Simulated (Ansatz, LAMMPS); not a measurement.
# Gap against volume in Ga2O3 with crystalline order left by the classical run (95 atoms)

Density of this cell: 5.40 g/cm³. The cell holds 95 atoms: 38 Ga and 57 O. Cell: a = 10.475 Å, b = 10.056 Å, c = 10.408 Å, α = 87.3°, β = 88.7°, γ = 88.3°. The starting structure: 95 atoms (38 Fe, 57 O) placed at random at 4.97 g/cm³, melted at 5000 K for 10 ps at fixed volume with the Morse and Coulomb pair potential with partial charges (Pedone, Malavasi, Menziani, Cormack and Segre, J. Phys. Chem. B 110, 11780 (2006)). Quenched from 5000 K to 300 K at 50 K/ps and fixed volume, held 5 ps, then minimised at fixed cell. Then Fe was replaced by Ga and the cell scaled by 1.003 (the potential has no terms for the new elements, so the cell is a start for a DFT relaxation).

Calculated with Ansatz 0.2.0: Kohn-Sham DFT, PBE, PAW (set soft_1), plane waves; cutoff 420 eV, Γ point, fixed occupations. The relaxed cell was scaled evenly and the atoms were relaxed at each volume. The gap is that between the highest filled and the lowest empty Kohn-Sham level on the run's k-points.

| volume (Å³/atom) | gap (eV) |
| --- | --- |
| 10.368 | 2.010 |
| 10.829 | ? |
| 11.174 | 1.726 |
| 11.520 | 1.619 |
| 11.866 | 1.554 |
| 12.211 | 1.216 |

**Question.** Fit a straight line in ln V to the rows given and interpolate to the withheld row.

**Working.**

A volume deformation potential makes the spacing linear in u = ln(V/V0), with V0 = 11.520 Å³ the relaxed volume; v is the spacing.

| u = ln(V/V0) | v (eV) |
| --- | --- |
| -0.105361 | 2.0095 |
| -0.0304589 | 1.7262 |
| 0 | 1.6192 |
| 0.0295583 | 1.5545 |
| 0.0582690 | 1.2157 |

With n = 5: mean u = -0.00959855, mean v = 1.62502, Σ(u − ū)² = 0.015837, Σ(u − ū)(v − v̄) = -0.069526. Slope b = -0.069526 / 0.015837 = -4.3901; intercept a = v̄ − b ū = 1.5829.

At the withheld volume u = -0.06188, and v = a + b u.

Prediction at 10.829: 1.855 eV. The run gave 1.877 eV, so the fit is low by 0.023 eV (1.2 % of the value).

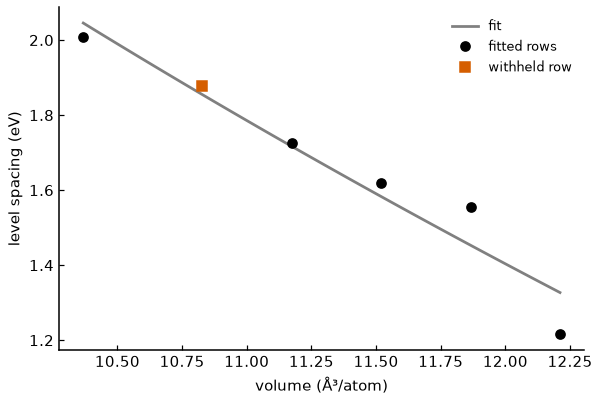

The fit, the rows that it rests on and the withheld row.

The rows follow a line only loosely (correlation 0.97 in size over all rows, under the 0.97 asked here), so the slope of -4.39 eV is a mean trend and no deformation potential. Among the rows given, the largest miss of the fit is at 12.211, by 0.11 eV (14 % of the range of the table).

Limits: The table spans 16 % in volume, wide for a linear law. Semilocal functionals tend to put gaps under measured ones. Only the Γ point is sampled. Atoms move by up to 0.6 Å in these relaxations, so the structure changes along the series. Defect or tail levels can set the spacing of a disordered cell.

[Hosts, paths, dates, database ids (printed as entryN), source tags and the programs' standing remarks are cut or masked in the printed files.]
